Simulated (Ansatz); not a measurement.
A series of calculations on BSiH$_{7}$O

### Relaxation

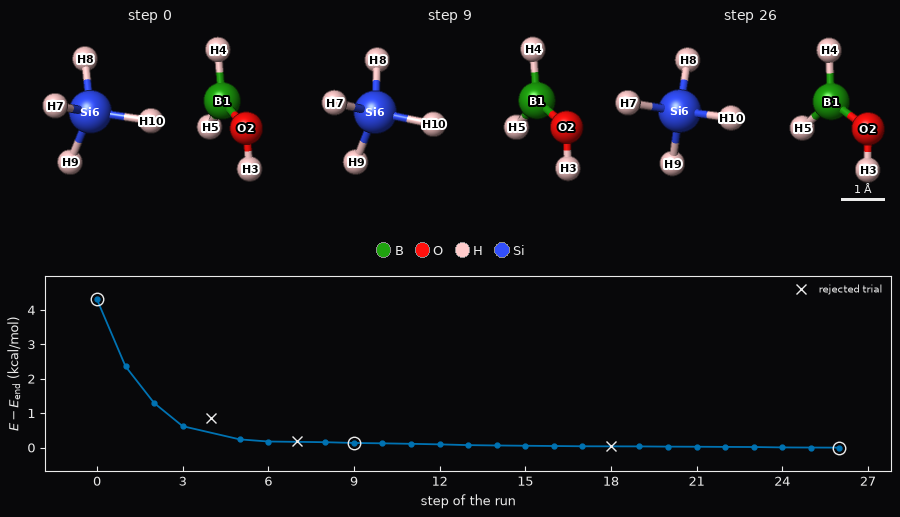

Frames of a relaxation of BSiH7O, marked on the history of the run. Style: ball-and-stick. Shown at a tilt.

The run prepares an end point of a later path (reaction) calculation, from a guessed geometry.

Method: Ansatz, RKS PBE0-D4/6-31G*. Set-up: no spin polarisation; force threshold 0.03 eV/Å; at most 50 steps.

Question: What happens along the run?

Answer: Over 23 accepted moves (26 points after the start) the energy falls by 4.31 kcal/mol. The largest force component goes from 0.93 to 0.029 eV/Å. The line search rejected the trial steps at points 4, 7, 18 of the run. The forces were under the threshold at step 8, but the run went on from there. The atom that moves furthest after the best rigid fit is H10 (0.75 Å). Largest moves by element: H 0.75 Å, O 0.59 Å, Si 0.27 Å, B 0.22 Å. Some distances before and after: B1–O2 1.380 → 1.350 Å, Si6–H10 1.474 → 1.490 Å. Cost: 61 s on 1 thread of Arm Neoverse V1 (shared host), peak memory 0.13 GiB. From step 0 to 9: O and H atoms move most (0.50 Å), energy −4.17 kcal/mol. From step 9 to 26: H9 moves most (0.39 Å), energy −0.14 kcal/mol.

### Relaxation

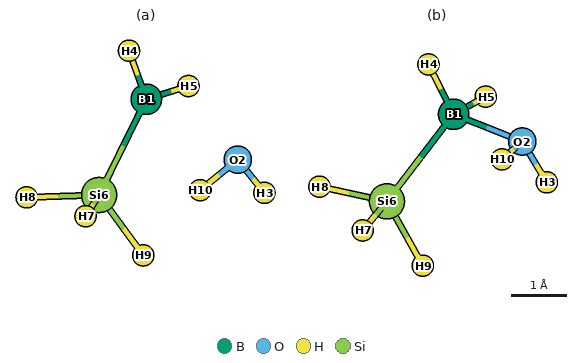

The structure of BSiH₇O before (left) and after (right) a relaxation, at one scale.

Style: ball-and-stick. Shown at a tilt.

The run prepares an end point of a later path (reaction) calculation, from a guessed geometry.

These are results of Ansatz 0.2.0, RKS PBE0-D4/6-31G*, not measurements. (no spin polarisation; force threshold 0.03 eV/Å; at most 50 steps)

> What changed between the two?

The energy falls by 57.6 kJ/mol in 8 accepted moves (9 points after the start). The largest force component goes from 0.7 to 0.025 eV/Å. The line search rejected the trial step at point 4 of the run. The atom that moves furthest after the best rigid fit is H10 (0.61 Å). By element the largest moves are H 0.61 Å, B 0.51 Å, O 0.47 Å, Si 0.13 Å. Some distances before and after: B1–O2 2.594 → 1.691 Å, B1–Si6 1.973 → 2.030 Å, O2–H10 0.984 → 0.971 Å, B1–H4 1.197 → 1.206 Å. New bonds form, among them: B1–O2 (2.59 → 1.69 Å). Among the angles between lasting bonds that change: H4–B1–Si6 120.5° → 114.8°, H5–B1–Si6 121.3° → 115.6°, H4–B1–H5 117.9° → 114.5°.

Limits of the set-up: the start holds two separate molecules, 2.2 Å apart at their closest, whose relative position is a soft coordinate.

### Path

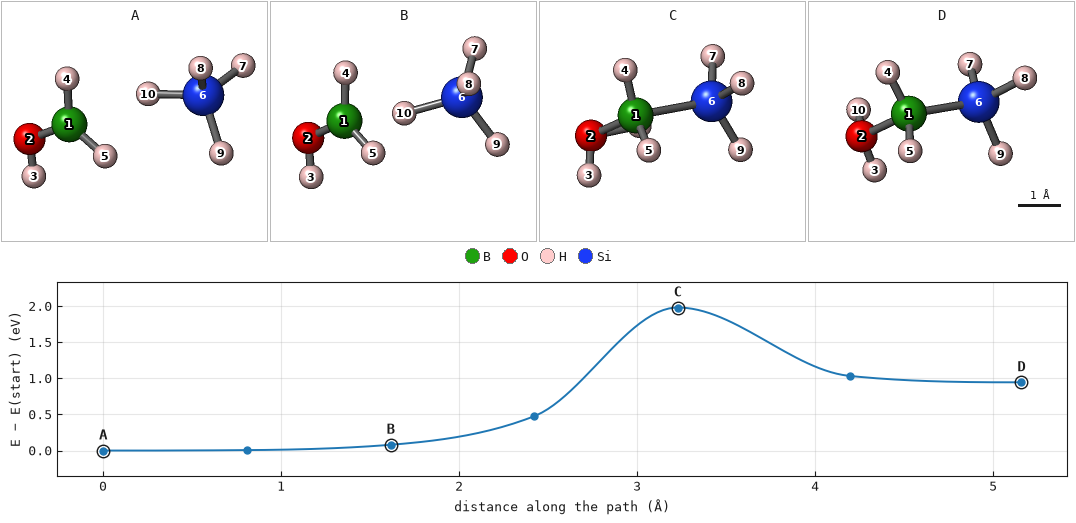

NEB run on BSiH₇O, made up at the start of BH3O and SiH₄. Images are numbered from 0 (start) to 6 (end). Frames A to D are images 0, 2, 4, 6. Style: ball-and-stick. Shown from a free direction.

Level of theory: RKS PBE0-D4/6-31G* (Ansatz 0.2.0). Run with 5 movable images; climbing image; force threshold 0.05 eV/Å; iteration limit 60; starting path through a guess of the saddle point.

Read off the barrier and say what moves.

Answer. Breaking: Si6–H10 (1.49 → 1.88 at the top → 3.03 Å). Forming: B1–Si6 (3.63 → 2.17 at the top → 2.03 Å), O2–H10 (3.31 → 1.25 at the top → 0.97 Å). The highest point, image 4, lies 1.98 eV above the start and 1.04 eV above the end; the end is at +0.94 eV relative to the start. The band converged in 25 iterations. The largest component of the band force went from 7.8 to 0.047 eV/Å. The climbing image converged on the top of the path. Its vibrational analysis gives one imaginary mode (1366i cm⁻¹), as a transition state must have.

Limits of the set-up: the start holds two separate molecules, 2.9 Å apart at their closest, whose relative position is a soft coordinate.

Cost: 4.6 min on 1 thread of Arm Neoverse V1 (shared host), peak memory 0.12 GiB.
